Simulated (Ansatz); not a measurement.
The figure comes from a scan of Ca (fcc, Cu type): a phonon pattern at L = (0.5, 0.0, 0.0) is frozen into a 2-atom cell, Q being the largest atomic displacement. These are PBE (plane waves to 420 eV, PAW, scalar-relativistic; Ansatz, an electronic-structure program) values and carry that method's errors. k mesh 15×15×15 (Γ-centred), Fermi-Dirac smearing 0.05 eV. With partly filled bands, energies and forces of such displacements shift with the k mesh and the smearing. Ca was relaxed with its symmetry unable to fall. The PAW data are Ansatz's earlier set. 

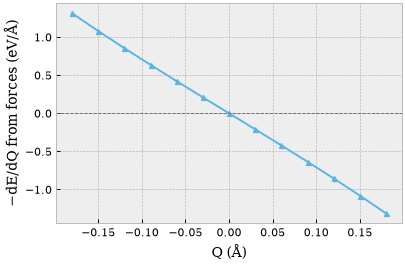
Figure: −dE/dQ from forces (eV/Å) against Q (Å); markers are the computed points, lines only join them.

Task: Turn the plot into a table (rounded to what can be read).

Result: To the nearest 0.05:

```
Q (Å)   −dE/dQ from forces (eV/Å)
------  -------------------------
-0.180                       1.30
-0.150                       1.10
-0.120                       0.85
-0.090                       0.65
-0.060                       0.40
-0.030                       0.20
0.000                        0.00
0.030                       -0.20
0.060                       -0.40
0.090                       -0.65
0.120                       -0.85
0.150                       -1.10
0.180                       -1.30
```

(For displaced atoms, the force is minus the slope of the energy, and its curvature is a force constant, which sets phonon frequencies.)
